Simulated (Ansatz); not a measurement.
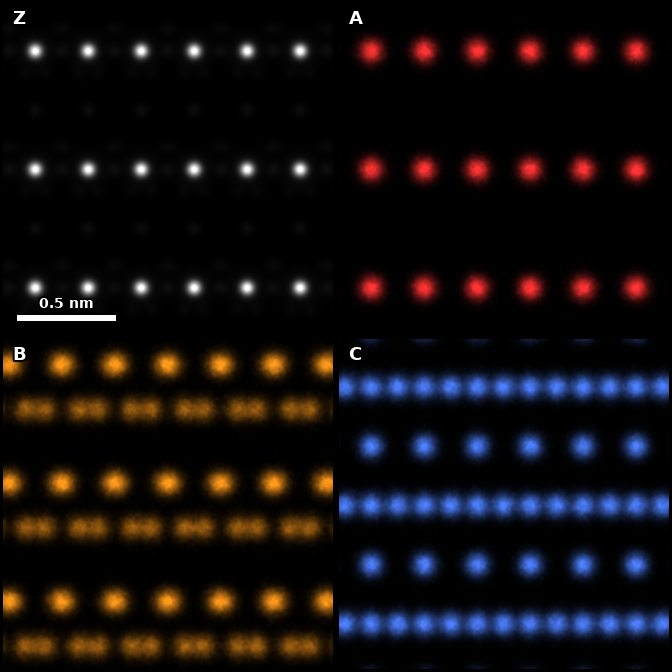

HfAl$_{3}$O$_{4}$ (P-43m, No. 215) along [210]. Panel Z: The image is simulated as a sum over atoms of Z^1.8, blurred by a 0.54 Å probe (no channelling). The probe carries 25 % of its weight in a tail 2.5 times as wide. The other panels are simulated element maps (the number of atoms of one element along the beam, blurred by 0.9 Å, with counting noise; each on its own scale, no channelling). Structure: the input geometry of an electronic-structure calculation (not necessarily at equilibrium); the starting structure was generated, so it need not be a known form of this composition.

```
Hf Al O
1.0
     5.99712    0.00000    0.00000
     0.00000    5.99712    0.00000
     0.00000    0.00000    5.99712
Hf Al O
1 3 4
Direct
  0.00000 0.00000 0.00000
  0.00000 0.00000 0.50000
  0.00000 0.50000 0.00000
  0.50000 0.00000 0.00000
  0.81151 0.81151 0.18849
  0.81151 0.18849 0.81151
  0.18849 0.81151 0.81151
  0.18849 0.18849 0.18849
```

Which element does each lettered map show?

A: Hf, B: O, C: Al. The projected cell (2.68 × 6.00 Å, 90°) holds 7 columns: 4 of O, 2 of Al and 1 of Hf + Al. Columns shared by several elements: Hf + Al.
